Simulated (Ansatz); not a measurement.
# GaBr₂F: a short trajectory

Aim: follow GaBr₂F for 50 steps with a Nosé-Hoover thermostat (1500 K) and see how far bonds stretch and how energy moves between motion and potential.

Program: Ansatz 0.2.0, Gaussian basis. Level of theory: PBE/6-31G* with D3(BJ) dispersion. These are calculated values, not measurements.

### 1 The relaxed structure

The geometry comes from an earlier relaxation with PBE0-D4 in a triple-zeta def2 set; it is a stationary point.

SMILES `[F][Ga]([Br])[Br]`, 4 atoms, charge 0, spin multiplicity 1.

Atoms are counted from 1 here; the program's logs count them from 0.

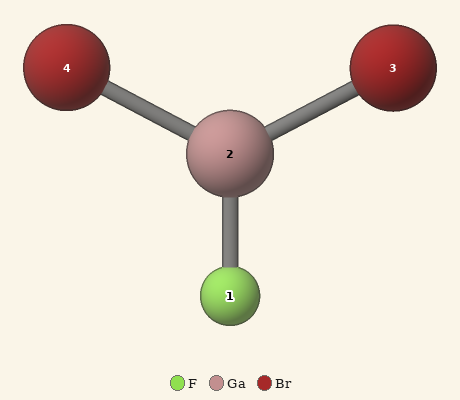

The geometry (fluorine green, gallium pink, bromine red); atoms are numbered from 1 in the order of the file.

As a file:

| atom | x (Å) | y (Å) | z (Å) |
| --- | --- | --- | --- |
| F1 | -1.17778 | -0.50244 | 1.29206 |
| Ga2 | -0.04546 | -0.03933 | 0.05953 |
| Br3 | 2.09119 | -0.70380 | 0.29289 |
| Br4 | -0.81235 | 1.18536 | -1.66479 |

### 2 The run

in.yaml

```yaml
crystal:
  periodic: [false, false, false]
  atoms:
    - {symbol: F, position_ang: [-1.177784, -0.502438, 1.292063]}
    - {symbol: Ga, position_ang: [-0.045460, -0.039328, 0.059533]}
    - {symbol: Br, position_ang: [2.091194, -0.703797, 0.292893]}
    - {symbol: Br, position_ang: [-0.812349, 1.185362, -1.664789]}
basis:
  gaussian: {orbitals: "6-31G*"}
magnetization: {spin_polarized: true, initial_magnetization: 0}
hamiltonian: {xc: {name: PBE}, dispersion: d3bj}
md: {timestep: 1 fs, n_steps: 50, ensemble: nvt_nose_hoover, temperature: 1500, initial_velocities: maxwell_boltzmann, seed: 696}
```

Started as:

```bash
$ ansatz run in.yaml --threads 4 --pin off --events-out ev --progress --plain --max-ram 10444MiB
```

Log:

```text
Functional definition: PBE
  name "PBE"
  cite "Perdew, Burke & Ernzerhof, Phys. Rev. Lett. 77, 3865 (1996) doi:10.1103/PhysRevLett.77.3865"
  parent pbe
  parameter kappa = 0.804
  parameter beta = 0.06672455060314922
  exchange = pbe_x(kappa = kappa, mu = beta*pi^2/3)
  correlation = pbe_c(beta = beta)
1224 factors; their error is unknown
mean field evaluation 1: about -195133.5523 eV, gradient 3.2e1 eV
mean field evaluation 2: about -195099.8502 eV, gradient 1.1e2 eV
mean field evaluation 4: about -195136.3667 eV, gradient 7.5e0 eV
mean field evaluation 8: about -195136.5194 eV, gradient 1.6e-1 eV
mean field evaluation 16: about -195136.4937 eV, gradient 5.1e-5 eV
mean field -195136.49374536 eV, -7171.1338768761 hartree, gradient 5.1e-5 eV, S^2 0.000000; 0 other end points of the search recorded, 0 dependent functions left out
the calculation of the forces begins
reference -195136.49378920 eV, -7171.1338784869 hartree; 55, 55 occupied and 65, 65 virtual orbitals, 1224 factors
md step     0: t =     0.00 fs  T =  1500.0 K  F+E_penalty+E_count = -195136.58960129 eV  E_kin = 0.387780 eV  conserved = -195136.20182129 eV  (30 SCF iters)
these checks for a lower state are left out or cut short: starts, cluster_reference, orbital_swaps, neighbouring_geometries, increment
1224 factors; their error is unknown
mean field -195136.48819481 eV, -7171.1336728968 hartree, gradient 7.0e-5 eV, S^2 0.000000; 0 other end points of the search recorded, 0 dependent functions left out
the calculation of the forces begins
reference -195136.48823858 eV, -7171.1336745053 hartree; 55, 55 occupied and 65, 65 virtual orbitals, 1224 factors
md step     1: t =     1.00 fs  T =  1478.5 K  F+E_penalty+E_count = -195136.58403180 eV  E_kin = 0.382220 eV  conserved = -195136.20181189 eV  (28 SCF iters)
these checks for a lower state are left out or cut short: starts, cluster_reference, orbital_swaps, neighbouring_geometries, increment
1224 factors; their error is unknown
mean field -195136.47731994 eV, -7171.1332732530 hartree, gradient 7.2e-5 eV, S^2 0.000000; 0 other end points of the search recorded, 0 dependent functions left out
the calculation of the forces begins
reference -195136.47736365 eV, -7171.1332748593 hartree; 55, 55 occupied and 65, 65 virtual orbitals, 1224 factors
md step     2: t =     2.00 fs  T =  1436.5 K  F+E_penalty+E_count = -195136.57313124 eV  E_kin = 0.371359 eV  conserved = -195136.20177397 eV  (28 SCF iters)
[... from here on, the SCF cycles and remarks between the steps are left out ...]
md step     3: t =     3.00 fs  T =  1376.6 K  F+E_penalty+E_count = -195136.55758909 eV  E_kin = 0.355888 eV  conserved = -195136.20170702 eV  (28 SCF iters)
md step     4: t =     4.00 fs  T =  1303.4 K  F+E_penalty+E_count = -195136.53854843 eV  E_kin = 0.336951 eV  conserved = -195136.20161328 eV  (27 SCF iters)
md step     5: t =     5.00 fs  T =  1222.7 K  F+E_penalty+E_count = -195136.51755736 eV  E_kin = 0.316091 eV  conserved = -195136.20150065 eV  (27 SCF iters)
md step     6: t =     6.00 fs  T =  1141.6 K  F+E_penalty+E_count = -195136.49644921 eV  E_kin = 0.295131 eV  conserved = -195136.20137998 eV  (27 SCF iters)
md step     7: t =     7.00 fs  T =  1067.6 K  F+E_penalty+E_count = -195136.47716282 eV  E_kin = 0.275999 eV  conserved = -195136.20126540 eV  (28 SCF iters)
md step     8: t =     8.00 fs  T =  1007.7 K  F+E_penalty+E_count = -195136.46151616 eV  E_kin = 0.260498 eV  conserved = -195136.20117279 eV  (28 SCF iters)
md step     9: t =     9.00 fs  T =   967.3 K  F+E_penalty+E_count = -195136.45096696 eV  E_kin = 0.250073 eV  conserved = -195136.20111623 eV  (28 SCF iters)
md step    10: t =    10.00 fs  T =   950.0 K  F+E_penalty+E_count = -195136.44640551 eV  E_kin = 0.245606 eV  conserved = -195136.20110378 eV  (25 SCF iters)
md step    11: t =    11.00 fs  T =   956.6 K  F+E_penalty+E_count = -195136.44802667 eV  E_kin = 0.247295 eV  conserved = -195136.20113674 eV  (27 SCF iters)
md step    12: t =    12.00 fs  T =   984.9 K  F+E_penalty+E_count = -195136.45530690 eV  E_kin = 0.254623 eV  conserved = -195136.20120998 eV  (27 SCF iters)
md step    13: t =    13.00 fs  T =  1030.7 K  F+E_penalty+E_count = -195136.46708979 eV  E_kin = 0.266447 eV  conserved = -195136.20131149 eV  (27 SCF iters)
md step    14: t =    14.00 fs  T =  1087.6 K  F+E_penalty+E_count = -195136.48176411 eV  E_kin = 0.281175 eV  conserved = -195136.20142553 eV  (28 SCF iters)
md step    15: t =    15.00 fs  T =  1148.8 K  F+E_penalty+E_count = -195136.49749508 eV  E_kin = 0.296986 eV  conserved = -195136.20153887 eV  (28 SCF iters)
md step    16: t =    16.00 fs  T =  1207.1 K  F+E_penalty+E_count = -195136.51245141 eV  E_kin = 0.312062 eV  conserved = -195136.20163706 eV  (28 SCF iters)
md step    17: t =    17.00 fs  T =  1256.3 K  F+E_penalty+E_count = -195136.52501053 eV  E_kin = 0.324787 eV  conserved = -195136.20171185 eV  (28 SCF iters)
md step    18: t =    18.00 fs  T =  1291.5 K  F+E_penalty+E_count = -195136.53389654 eV  E_kin = 0.333887 eV  conserved = -195136.20175886 eV  (28 SCF iters)
md step    19: t =    19.00 fs  T =  1309.4 K  F+E_penalty+E_count = -195136.53825438 eV  E_kin = 0.338502 eV  conserved = -195136.20177715 eV  (28 SCF iters)
md step    20: t =    20.00 fs  T =  1308.2 K  F+E_penalty+E_count = -195136.53766531 eV  E_kin = 0.338206 eV  conserved = -195136.20177095 eV  (28 SCF iters)
md step    21: t =    21.00 fs  T =  1288.0 K  F+E_penalty+E_count = -195136.53210757 eV  E_kin = 0.332969 eV  conserved = -195136.20174379 eV  (28 SCF iters)
md step    22: t =    22.00 fs  T =  1249.8 K  F+E_penalty+E_count = -195136.52189464 eV  E_kin = 0.323095 eV  conserved = -195136.20170130 eV  (28 SCF iters)
md step    23: t =    23.00 fs  T =  1195.8 K  F+E_penalty+E_count = -195136.50759316 eV  E_kin = 0.309144 eV  conserved = -195136.20164846 eV  (28 SCF iters)
md step    24: t =    24.00 fs  T =  1128.9 K  F+E_penalty+E_count = -195136.48994420 eV  E_kin = 0.291848 eV  conserved = -195136.20159114 eV  (28 SCF iters)
md step    25: t =    25.00 fs  T =  1052.3 K  F+E_penalty+E_count = -195136.46978586 eV  E_kin = 0.272041 eV  conserved = -195136.20153164 eV  (28 SCF iters)
md step    26: t =    26.00 fs  T =   969.4 K  F+E_penalty+E_count = -195136.44799716 eV  E_kin = 0.250597 eV  conserved = -195136.20147404 eV  (28 SCF iters)
md step    27: t =    27.00 fs  T =   883.4 K  F+E_penalty+E_count = -195136.42544497 eV  E_kin = 0.228379 eV  conserved = -195136.20141980 eV  (28 SCF iters)
md step    28: t =    28.00 fs  T =   797.6 K  F+E_penalty+E_count = -195136.40295092 eV  E_kin = 0.206207 eV  conserved = -195136.20137129 eV  (28 SCF iters)
md step    29: t =    29.00 fs  T =   714.9 K  F+E_penalty+E_count = -195136.38126330 eV  E_kin = 0.184826 eV  conserved = -195136.20132918 eV  (27 SCF iters)
md step    30: t =    30.00 fs  T =   637.8 K  F+E_penalty+E_count = -195136.36104144 eV  E_kin = 0.164896 eV  conserved = -195136.20129340 eV  (28 SCF iters)
md step    31: t =    31.00 fs  T =   568.5 K  F+E_penalty+E_count = -195136.34284706 eV  E_kin = 0.146977 eV  conserved = -195136.20126432 eV  (28 SCF iters)
md step    32: t =    32.00 fs  T =   508.8 K  F+E_penalty+E_count = -195136.32713894 eV  E_kin = 0.131529 eV  conserved = -195136.20124233 eV  (24 SCF iters)
md step    33: t =    33.00 fs  T =   460.0 K  F+E_penalty+E_count = -195136.31427036 eV  E_kin = 0.118907 eV  conserved = -195136.20122700 eV  (25 SCF iters)
md step    34: t =    34.00 fs  T =   423.0 K  F+E_penalty+E_count = -195136.30449051 eV  E_kin = 0.109364 eV  conserved = -195136.20121796 eV  (25 SCF iters)
md step    35: t =    35.00 fs  T =   398.6 K  F+E_penalty+E_count = -195136.29794585 eV  E_kin = 0.103050 eV  conserved = -195136.20121533 eV  (25 SCF iters)
md step    36: t =    36.00 fs  T =   386.9 K  F+E_penalty+E_count = -195136.29468072 eV  E_kin = 0.100014 eV  conserved = -195136.20121906 eV  (25 SCF iters)
md step    37: t =    37.00 fs  T =   387.6 K  F+E_penalty+E_count = -195136.29463814 eV  E_kin = 0.100208 eV  conserved = -195136.20122899 eV  (25 SCF iters)
md step    38: t =    38.00 fs  T =   400.3 K  F+E_penalty+E_count = -195136.29766038 eV  E_kin = 0.103480 eV  conserved = -195136.20124524 eV  (26 SCF iters)
md step    39: t =    39.00 fs  T =   423.9 K  F+E_penalty+E_count = -195136.30348831 eV  E_kin = 0.109581 eV  conserved = -195136.20126779 eV  (25 SCF iters)
md step    40: t =    40.00 fs  T =   457.1 K  F+E_penalty+E_count = -195136.31176191 eV  E_kin = 0.118159 eV  conserved = -195136.20129720 eV  (27 SCF iters)
md step    41: t =    41.00 fs  T =   498.1 K  F+E_penalty+E_count = -195136.32201883 eV  E_kin = 0.128761 eV  conserved = -195136.20133279 eV  (28 SCF iters)
md step    42: t =    42.00 fs  T =   544.8 K  F+E_penalty+E_count = -195136.33369816 eV  E_kin = 0.140833 eV  conserved = -195136.20137423 eV  (29 SCF iters)
md step    43: t =    43.00 fs  T =   594.7 K  F+E_penalty+E_count = -195136.34614618 eV  E_kin = 0.153730 eV  conserved = -195136.20142200 eV  (28 SCF iters)
md step    44: t =    44.00 fs  T =   644.9 K  F+E_penalty+E_count = -195136.35862449 eV  E_kin = 0.166716 eV  conserved = -195136.20147499 eV  (28 SCF iters)
md step    45: t =    45.00 fs  T =   692.4 K  F+E_penalty+E_count = -195136.37032682 eV  E_kin = 0.178992 eV  conserved = -195136.20152995 eV  (28 SCF iters)
md step    46: t =    46.00 fs  T =   733.8 K  F+E_penalty+E_count = -195136.38041097 eV  E_kin = 0.189712 eV  conserved = -195136.20158723 eV  (28 SCF iters)
md step    47: t =    47.00 fs  T =   766.0 K  F+E_penalty+E_count = -195136.38802618 eV  E_kin = 0.198025 eV  conserved = -195136.20164130 eV  (28 SCF iters)
md step    48: t =    48.00 fs  T =   785.7 K  F+E_penalty+E_count = -195136.39237078 eV  E_kin = 0.203122 eV  conserved = -195136.20168973 eV  (28 SCF iters)
md step    49: t =    49.00 fs  T =   790.3 K  F+E_penalty+E_count = -195136.39274777 eV  E_kin = 0.204299 eV  conserved = -195136.20172744 eV  (28 SCF iters)
these checks for a lower state are left out or cut short: starts, cluster_reference, orbital_swaps, neighbouring_geometries, increment
1224 factors; their error is unknown
mean field -195136.29789577 eV, -7171.1266795363 hartree, gradient 8.0e-5 eV, S^2 0.000000; 0 other end points of the search recorded, 0 dependent functions left out
the calculation of the forces begins
reference -195136.29793938 eV, -7171.1266811390 hartree; 55, 55 occupied and 65, 65 virtual orbitals, 1224 factors
1224 factors; their error is unknown
mean field evaluation 320: about -195136.0379 eV, gradient 9.3e0 eV
mean field -195136.29789577 eV, -7171.1266795363 hartree, gradient 8.0e-5 eV, S^2 0.000000; 1 other end points of the search recorded, 0 dependent functions left out
the calculation of the forces begins
reference -195136.29793938 eV, -7171.1266811390 hartree; 55, 55 occupied and 65, 65 virtual orbitals, 1224 factors
md step    50: t =    50.00 fs  T =   777.6 K  F+E_penalty+E_count = -195136.38864027 eV  E_kin = 0.201026 eV  conserved = -195136.20174922 eV  (29 SCF iters)
Total energy: -195136.38868389 eV, -7171.1300159380 hartree
Atom 0 at    -0.892997    -0.608276     1.423502 Å, force    -0.585357     0.136750    -0.057299 eV/Å
Atom 1 at    -0.047004    -0.037481     0.004925 Å, force     0.529622     0.258785    -0.394621 eV/Å
Atom 2 at     2.137764    -0.777925     0.411843 Å, force    -0.362062     0.301077    -0.447173 eV/Å
Atom 3 at    -0.925284     1.283043    -1.767340 Å, force     0.417797    -0.696613     0.899093 eV/Å
Dipole moment:    -0.030085     0.096136    -0.207763 e Å
```

Wall time 87 s (4 threads of AMD EPYC 7R43, shared host).

### 3 The trajectory

Every 4 steps, with energies from the start:

| time (fs) | T (K) | potential (meV) | conserved (meV) | F1–Ga2 (Å) |
| --- | --- | --- | --- | --- |
| 0.0 | 1500 | 0.0 | 0.00 | 1.737 |
| 4.0 | 1303 | 51.1 | 0.21 | 1.688 |
| 8.0 | 1008 | 128.1 | 0.65 | 1.659 |
| 12.0 | 985 | 134.3 | 0.61 | 1.662 |
| 16.0 | 1207 | 77.2 | 0.18 | 1.696 |
| 20.0 | 1308 | 51.9 | 0.05 | 1.748 |
| 24.0 | 1129 | 99.7 | 0.23 | 1.802 |
| 28.0 | 798 | 186.7 | 0.45 | 1.848 |
| 32.0 | 509 | 262.5 | 0.58 | 1.875 |
| 36.0 | 387 | 294.9 | 0.60 | 1.881 |
| 40.0 | 457 | 277.8 | 0.52 | 1.864 |
| 44.0 | 645 | 231.0 | 0.35 | 1.827 |
| 48.0 | 786 | 197.2 | 0.13 | 1.776 |

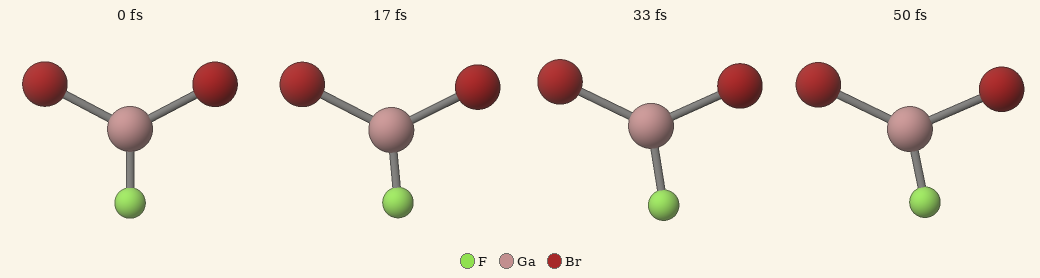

Four frames; sticks are those of the first frame.

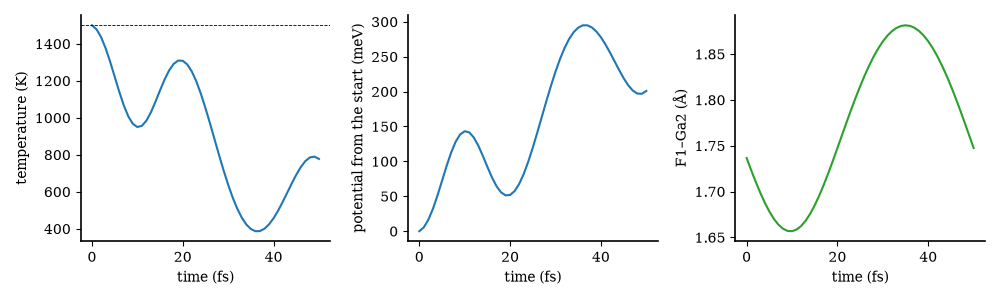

Temperature (the set value dashed), potential energy and the bond that swings most.

Positions (Å) and forces (eV/Å) at 50.0 fs:

```xyz
4

F    -0.893   -0.608    1.424   -0.585    0.137   -0.057
Ga   -0.047   -0.037    0.005    0.530    0.259   -0.395
Br    2.138   -0.778    0.412   -0.362    0.301   -0.447
Br   -0.925    1.283   -1.767    0.418   -0.697    0.899
```

### 4 What came out

```
                              quantity                           value
                                length              50 steps of 1.0 fs
     temperature, first and last frame                     1500, 778 K
              temperature, second half  mean 627 K, from 387 to 1052 K
                swing of the potential                         295 meV
largest change of the conserved energy                        0.72 meV
                       range of F1–Ga2                1.657 to 1.881 Å
```

What this shows: The temperature starts at 1500 K and ranges from 387 to 1500 K; in so small a system it swings widely. The conserved energy moves by 0.72 meV, 0.2 % of the potential's swing, so the step is short enough for this stretch. F1–Ga2 swings most, by 0.22 Å; no bond breaks. A run of 50 fs gives no averages.
